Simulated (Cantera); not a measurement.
Input: 1 mol MgO, 0.56 mol Br2, 1.3 mol N2, held at 1 atm.

Cantera equilibrium calculation (NASA polynomials, part measured and part estimated; ideal gas, pure solids and liquids). Candidate condensed phases: Br2, Mg, MgBr2, MgO; 17 gas species. Equilibrium is a limit: real reactors are often held back by kinetics, nucleation or transport.

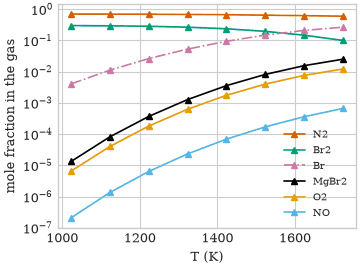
Figure. Equilibrium gas composition (values under 1e-9 drawn at 1e-9)

From 1023 K to 1723 K the condensed part is MgO(s). The main Mg-bearing gas is MgBr2 throughout.
